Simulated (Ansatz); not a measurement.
# Run report: B$_{2}$SiN$_{2}$H$_{8}$, geometry relaxation (part 3 of 3)

The same run, continued: B$_{2}$SiN$_{2}$H$_{8}$, SMILES BN[SiH](B)N; RKS PBE-D4/def2-SVP (Ansatz 0.2.0). The geometry: force-field start.

Geometry of the input (Å):
```
B  -0.8328  1.7568  1.1381
N  -0.7898  0.2804  1.0793
Si -0.0278  -0.1724  -0.4759
B  0.0473  -2.0947  -0.6542
N  1.7033  0.3921  -0.4823
H  -0.3798  2.4098  2.0150
H  -1.4753  2.3929  0.3136
H  -1.7256  -0.0650  1.0406
H  -0.7145  0.4436  -1.5516
H  -0.5733  -2.5980  -1.5487
H  0.4940  -2.7843  0.1774
H  2.1535  0.0709  -1.3367
H  2.1410  -0.0667  0.3004
```

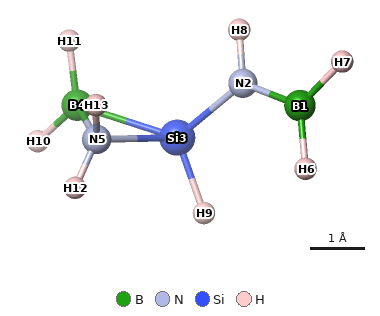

Fig. 1: The geometry at step 25 of the log (ball-and-stick view, seen at a tilt; atoms are numbered from 1 in the order of the input).

**Trajectory as extended XYZ, continued**
```
13
Properties=species:S:1:pos:R:3:forces:R:3 step=20 energy=-12325.93827
B    -0.8771    1.8966    1.1293   -0.3692   0.7285  -0.1251
N    -1.2275    0.6405    0.6215    0.0809  -0.5736   0.0671
Si   -0.4989   -0.1789   -0.7827   -0.7643   0.1888  -0.5433
B     0.5172   -1.8520   -0.6425   -1.1946  -2.3546   0.0533
N     1.3026   -0.6134   -0.3729    1.6053   1.9619   0.7457
H    -0.0736    2.5861    0.5039    0.0118  -0.1841   0.1993
H    -1.4819    2.3472    2.0949    0.2261  -0.0916   0.0227
H    -1.9238    0.0735    1.1312    0.2039   0.1930  -0.0914
H    -0.4366    0.8018   -1.9400    0.1541  -0.0865   0.2995
H     0.7555   -2.4496   -1.6830    0.0435   0.0922   0.1027
H     0.2946   -2.5059    0.3820   -0.0370   0.0580  -0.3115
H     2.0533   -0.3633   -1.0201    0.1340   0.1640  -0.1633
H     1.6166   -0.4174    0.5934   -0.0944  -0.0960  -0.2556
13
Properties=species:S:1:pos:R:3:forces:R:3 step=21 energy=-12326.10807
B    -0.9286    1.9324    1.0836    0.1302  -0.2137   0.1255
N    -1.2130    0.6228    0.6276   -0.0499   0.0571   0.0719
Si   -0.5056   -0.1987   -0.7858   -0.0163   0.3277  -0.1668
B     0.4549   -1.9130   -0.6508    0.2261  -0.0122   0.0793
N     1.3198   -0.5557   -0.3715    0.0380  -0.2233   0.2053
H    -0.0716    2.5841    0.4997   -0.1737  -0.0020  -0.0318
H    -1.4709    2.3551    2.0947   -0.0034  -0.0046  -0.1163
H    -1.8801    0.0528    1.1649    0.0667   0.1328  -0.0293
H    -0.3849    0.8168   -1.8945   -0.0639  -0.0665   0.0499
H     0.7527   -2.4851   -1.6837   -0.0052   0.0450  -0.0013
H     0.2487   -2.5625    0.3620    0.0025   0.0530  -0.0241
H     2.0667   -0.2967   -1.0271   -0.0780  -0.0415  -0.0292
H     1.6321   -0.3869    0.5958   -0.0731  -0.0519  -0.1331
13
Properties=species:S:1:pos:R:3:forces:R:3 step=22 energy=-12326.12253
B    -0.9209    1.9283    1.0947   -0.0689   0.0437  -0.0642
N    -1.1971    0.6231    0.6369    0.0044  -0.0419   0.0054
Si   -0.4955   -0.1869   -0.7872   -0.0341   0.1493  -0.0778
B     0.4620   -1.9113   -0.6523    0.0706   0.0012   0.0535
N     1.3294   -0.5719   -0.3629   -0.0186  -0.1300   0.0516
H    -0.1287    2.6150    0.4660   -0.0280  -0.0304   0.0372
H    -1.4754    2.3523    2.0946    0.0338  -0.0145   0.0017
H    -1.8638    0.0545    1.1723    0.0588   0.0372   0.0224
H    -0.3874    0.8312   -1.8918    0.0009  -0.0297   0.0505
H     0.7440   -2.4772   -1.6919    0.0336   0.0280  -0.0049
H     0.2378   -2.5618    0.3542    0.0002   0.0199  -0.0060
H     2.0759   -0.3216   -1.0208   -0.0219  -0.0096  -0.0232
H     1.6400   -0.4083    0.6031   -0.0309  -0.0233  -0.0463
13
Properties=species:S:1:pos:R:3:forces:R:3 step=23 energy=-12326.13291
B    -0.9657    1.9481    1.0712   -0.0135   0.1020   0.0033
N    -1.1665    0.6220    0.6399    0.0040  -0.1757   0.1248
Si   -0.4771   -0.1586   -0.8043    0.0080   0.0018   0.0377
B     0.4440   -1.9093   -0.6544    0.0328   0.0524  -0.0902
N     1.3412   -0.6056   -0.3579   -0.0332  -0.0180   0.0514
H    -0.2492    2.6782    0.4035   -0.0629   0.0007  -0.0028
H    -1.4922    2.3449    2.0977    0.0307  -0.0275  -0.0085
H    -1.7257   -0.0012    1.2393    0.0306   0.1343  -0.1067
H    -0.3415    0.8982   -1.8636    0.0219  -0.0093   0.0091
H     0.7390   -2.4679   -1.6929   -0.0024  -0.0537  -0.0115
H     0.1714   -2.5527    0.3428   -0.0028  -0.0084   0.0170
H     2.0966   -0.3842   -1.0169   -0.0145  -0.0093   0.0329
H     1.6459   -0.4463    0.6104    0.0012   0.0107  -0.0565
13
Properties=species:S:1:pos:R:3:forces:R:3 step=24 energy=-12326.13960
B    -0.9993    1.9723    1.0592    0.0776  -0.0312  -0.0537
N    -1.1300    0.6211    0.6652   -0.0393   0.0097   0.0676
Si   -0.4619   -0.1468   -0.7979    0.0096  -0.0502   0.0854
B     0.4424   -1.9149   -0.6672   -0.0484   0.0067  -0.0915
N     1.3522   -0.6369   -0.3543   -0.0157   0.0602  -0.0136
H    -0.3512    2.7354    0.3517   -0.1038  -0.0874   0.0561
H    -1.5040    2.3525    2.1017   -0.0172  -0.0026  -0.0169
H    -1.6706   -0.0087    1.2752    0.0920   0.1246  -0.0834
H    -0.3050    0.9335   -1.8287    0.0305   0.0004  -0.0035
H     0.7354   -2.4694   -1.7093   -0.0243  -0.0504  -0.0014
H     0.1453   -2.5617    0.3216    0.0012  -0.0106   0.0039
H     2.1078   -0.4240   -1.0151    0.0074   0.0134   0.0423
H     1.6591   -0.4869    0.6131    0.0304   0.0174   0.0087
13
Properties=species:S:1:pos:R:3:forces:R:3 step=25 energy=-12326.14427
B    -1.0575    2.0164    1.0322    0.0084   0.0182   0.0013
N    -1.0632    0.6418    0.7114   -0.0825   0.0109   0.1094
Si   -0.4256   -0.1303   -0.7521    0.0551  -0.1153  -0.0045
B     0.4208   -1.9235   -0.7141   -0.0232   0.0080  -0.0112
N     1.3692   -0.6790   -0.3369    0.0848  -0.0274   0.0146
H    -0.5201    2.8019    0.2677   -0.0400  -0.0348   0.0024
H    -1.5773    2.3972    2.0664    0.0056  -0.0050   0.0094
H    -1.5198    0.0002    1.3723    0.0016   0.0741  -0.0488
H    -0.2341    0.9415   -1.7808    0.0014   0.0792  -0.0067
H     0.6694   -2.4623   -1.7781    0.0127   0.0265   0.0364
H     0.1405   -2.5910    0.2661   -0.0261  -0.0474  -0.0069
H     2.1261   -0.4157   -0.9774    0.0317  -0.0548  -0.0075
H     1.6919   -0.6317    0.6382   -0.0296   0.0679  -0.0880
13
Properties=species:S:1:pos:R:3:forces:R:3 step=26 energy=-12326.14966
B    -1.0605    2.0143    1.0381   -0.0309  -0.0035  -0.0537
N    -1.0682    0.6399    0.7110    0.0031   0.0245   0.0332
Si   -0.4186   -0.1255   -0.7564    0.0405  -0.0472   0.0050
B     0.4186   -1.9259   -0.7039   -0.0001   0.0661  -0.0425
N     1.3803   -0.6831   -0.3482   -0.0148  -0.0413   0.0130
H    -0.5362    2.8049    0.2666   -0.0270  -0.0643   0.0534
H    -1.5800    2.3893    2.0750    0.0150   0.0006   0.0037
H    -1.5330   -0.0036    1.3637    0.0240   0.0583  -0.0259
H    -0.2184    0.9684   -1.7640   -0.0145   0.0172  -0.0070
H     0.6726   -2.4703   -1.7626   -0.0025   0.0038   0.0155
H     0.1217   -2.5900    0.2741   -0.0006  -0.0119   0.0073
H     2.1373   -0.4499   -1.0010   -0.0035  -0.0276   0.0182
H     1.7046   -0.6030    0.6226    0.0113   0.0252  -0.0203
13
Properties=species:S:1:pos:R:3:forces:R:3 step=27 energy=-12326.15014
B    -1.0848    2.0196    1.0309    0.0988   0.1691   0.0466
N    -1.0567    0.6469    0.7201    0.0214  -0.1239  -0.1060
Si   -0.4047   -0.1163   -0.7494   -0.0092  -0.0399  -0.0192
B     0.4157   -1.9234   -0.7065   -0.0471   0.0005  -0.0285
N     1.3902   -0.6975   -0.3499    0.0088   0.0498   0.0258
H    -0.5700    2.8128    0.2559   -0.0593  -0.0467   0.0386
H    -1.5922    2.3898    2.0754   -0.0336   0.0123  -0.0217
H    -1.5130    0.0025    1.3747    0.0030  -0.0131   0.0312
H    -0.2109    0.9844   -1.7529    0.0056  -0.0074   0.0131
H     0.6647   -2.4677   -1.7662   -0.0070   0.0004   0.0051
H     0.1143   -2.5908    0.2685   -0.0041  -0.0077   0.0019
H     2.1493   -0.4785   -1.0047    0.0016  -0.0019   0.0094
H     1.7183   -0.6164    0.6191    0.0211   0.0085   0.0039
13
Properties=species:S:1:pos:R:3:forces:R:3 step=28 energy=-12326.15077
B    -1.0918    2.0222    1.0273    0.0009  -0.0066   0.0134
N    -1.0363    0.6446    0.7233   -0.0343   0.0182   0.0023
Si   -0.4014   -0.1126   -0.7542    0.0675   0.0863   0.0467
B     0.4016   -1.9167   -0.7116    0.0772  -0.0781   0.0150
N     1.3931   -0.7000   -0.3470   -0.0411  -0.0466  -0.0458
H    -0.6165    2.8194    0.2370   -0.0071  -0.0005   0.0049
H    -1.6057    2.3896    2.0701    0.0024  -0.0044  -0.0123
H    -1.4681   -0.0033    1.3921    0.0077   0.0035  -0.0003
H    -0.1913    1.0010   -1.7377   -0.0204  -0.0044  -0.0300
H     0.6572   -2.4632   -1.7684   -0.0163  -0.0036  -0.0019
H     0.0985   -2.5848    0.2633   -0.0269  -0.0016  -0.0147
H     2.1586   -0.5022   -1.0012   -0.0133   0.0216   0.0130
H     1.7224   -0.6287    0.6220    0.0037   0.0162   0.0097
13
Properties=species:S:1:pos:R:3:forces:R:3 step=29 energy=-12326.15198
B    -1.0969    2.0280    1.0288   -0.0347   0.0203  -0.0183
N    -1.0312    0.6502    0.7292    0.0224   0.0071  -0.0195
Si   -0.3895   -0.1079   -0.7456    0.0038   0.0050   0.0029
B     0.4050   -1.9206   -0.7143   -0.0196  -0.0311  -0.0001
N     1.3997   -0.7089   -0.3464   -0.0157   0.0014  -0.0026
H    -0.6350    2.8287    0.2327    0.0052  -0.0187   0.0235
H    -1.6185    2.3943    2.0677    0.0112  -0.0021   0.0008
H    -1.4576    0.0010    1.3998    0.0044  -0.0024   0.0067
H    -0.1906    0.9991   -1.7401    0.0047  -0.0007   0.0037
H     0.6483   -2.4641   -1.7756    0.0037   0.0047   0.0035
H     0.0918   -2.5907    0.2559    0.0054   0.0008  -0.0037
H     2.1635   -0.5026   -0.9997    0.0022   0.0075   0.0006
H     1.7310   -0.6412    0.6226    0.0070   0.0082   0.0025
13
Properties=species:S:1:pos:R:3:forces:R:3 step=30 energy=-12326.15216
B    -1.1027    2.0300    1.0264    0.0139  -0.0118   0.0042
N    -1.0291    0.6514    0.7294    0.0064   0.0203  -0.0040
Si   -0.3880   -0.1075   -0.7449    0.0032  -0.0021  -0.0016
B     0.4036   -1.9225   -0.7148   -0.0112  -0.0055  -0.0046
N     1.3994   -0.7103   -0.3466   -0.0091  -0.0059   0.0086
H    -0.6373    2.8309    0.2335   -0.0113  -0.0112   0.0047
H    -1.6213    2.3952    2.0671   -0.0041  -0.0023  -0.0035
H    -1.4498    0.0010    1.4031   -0.0002   0.0075  -0.0048
H    -0.1859    0.9994   -1.7387   -0.0006  -0.0003   0.0015
H     0.6470   -2.4649   -1.7766    0.0025   0.0038   0.0014
H     0.0905   -2.5936    0.2546    0.0059   0.0029   0.0003
H     2.1627   -0.5013   -0.9998   -0.0001  -0.0008   0.0009
H     1.7312   -0.6424    0.6223    0.0046   0.0056  -0.0031
```

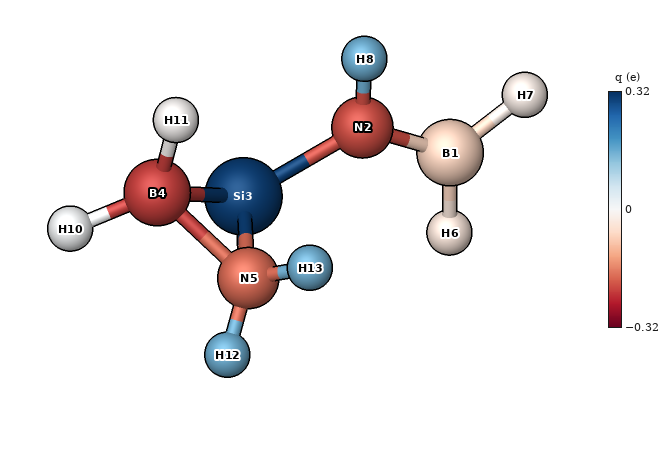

Fig. 2: Mulliken charges, as the colour of each atom (ball-and-stick view, seen at a tilt; atoms are numbered from 1 in the order of the input). By element: B −0.22 to −0.07, N −0.21 to −0.18, Si +0.30 and H −0.04 to +0.16 e.

**Results in brief**

| quantity | value |
| --- | --- |
| outcome | converged |
| total energy | −12326.1522 eV |
| mean-field energy | −12325.8855 eV |
| dispersion energy | −0.2667 eV |
| SCF solution under orbital rotations | stable |
| largest force (length of the vector) at the end | 0.022 eV/Å |
| dipole moment | 2.10 D |
| wall time | 38 s (CPU time 2.3 min) |
| peak memory | 0.16 GiB |
